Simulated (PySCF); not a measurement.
# C$_{8}$H$_{14}$N$_{2}$ (SMILES C=CN(C)N=C1CCCC1): what the fields show

Input file:

```
{"job": {"kind": "nmr", "xc": "PBE0", "basis": "pcSseg-1"}, "charge": 0, "multiplicity": 1}
C      3.032960    -1.412953    -1.409192
C      2.972772    -0.316834    -0.661869
N      1.812399     0.252639    -0.166098
C      1.913220     1.362674     0.760787
N      0.682066    -0.377925    -0.487022
C     -0.507310    -0.160767    -0.119623
C     -1.158256     0.858028     0.799732
C     -2.567753     0.309060     1.022847
C     -2.898058    -0.383714    -0.297123
C     -1.585447    -1.066443    -0.672565
H      2.143354    -1.951527    -1.676741
H      3.975480    -1.781979    -1.767555
H      3.868247     0.225180    -0.391089
H      1.822704     1.027409     1.799588
H      1.139107     2.099658     0.553136
H      2.883205     1.840859     0.637317
H     -1.217492     1.824196     0.288985
H     -0.620966     0.994685     1.737130
H     -2.554539    -0.425081     1.830687
H     -3.283472     1.089323     1.281212
H     -3.161929     0.361200    -1.049781
H     -3.725192    -1.086094    -0.204980
H     -1.466516    -1.216952    -1.744344
H     -1.510318    -2.044877    -0.191327
```

Launched as:

```sh
OMP_NUM_THREADS=1 python probes_run.py task.json out
```

Geometry: GFN2-xTB.

Method: PBE0/pcSseg-1, SCF density, gas phase, non-relativistic (PySCF).

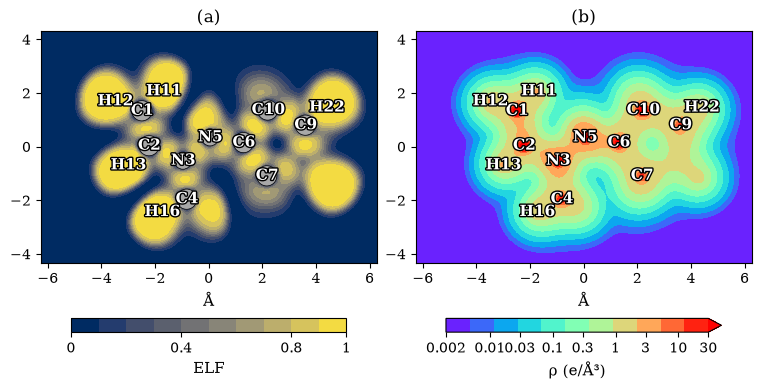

Figure 1. (a) electron localisation function; (b) total electron density on the plane of atoms C2, C1 and H11. Grey discs cover the atomic cores in the ELF map.

**What do the fields say about this system?**

- The section cuts through C, N and H sites.
- C–N (1.26 Å): ρ is about 2.7 e/Å³ halfway; the ELF peaks at about 0.90 between the atoms; a short, multiple covalent bond.
- C–C (1.33 Å): ρ at the midpoint is about 2.3 e/Å³; the ELF peaks at about 0.90 between the atoms: a short, multiple covalent bond.
- N–N (1.33 Å): ρ at the midpoint is about 2.5 e/Å³; the ELF peaks at about 0.90 between the atoms: a covalent bond.
- C–H (1.07 Å): the density is about 2 e/Å³ at the midpoint; the ELF climbs to about 1 towards the hydrogen, as it does in any bond to H; an ordinary covalent bond to hydrogen.
- C–N (1.38 Å): ρ is about 2.2 e/Å³ halfway; the ELF peaks at about 0.95 between the atoms; a covalent bond.
- The ELF also peaks beside N5, away from the bonds: lone-pair regions.

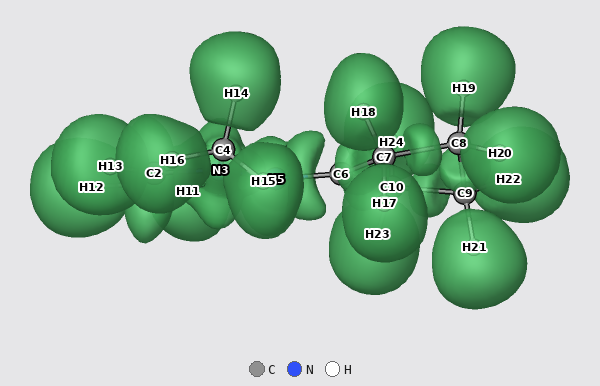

Figure 2. Isosurface of the ELF at 0.75 (green), seen from one side. Only the valence region is drawn (cores and ρ < 0.01 e/Å³ removed).

**What do the ELF domains correspond to?**

The surface consists of six regions between bonded C–C atoms (shared pairs), 14 regions around hydrogen nuclei and two regions on N in which the atom's valence shell and bonds are merged.

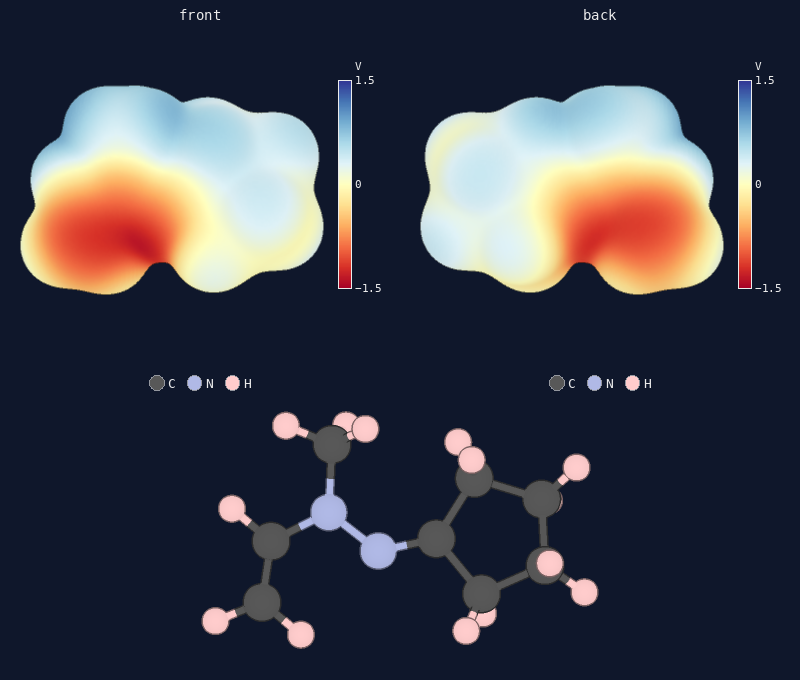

Figure 3. The molecular electrostatic potential painted on the density surface at 0.001 e/bohr³, seen from the front and from behind; the colour scale runs from red (negative) to blue (positive). The bare structure is drawn below in the same view.

**Which sites attract a positive test charge, and which a negative one?**

A positive charge is drawn to the negative regions and a negative charge to the positive ones. The most negative region (about −1.3 V) lies over C1 and N5, the most positive (about +0.9 V) over H13 and H16.
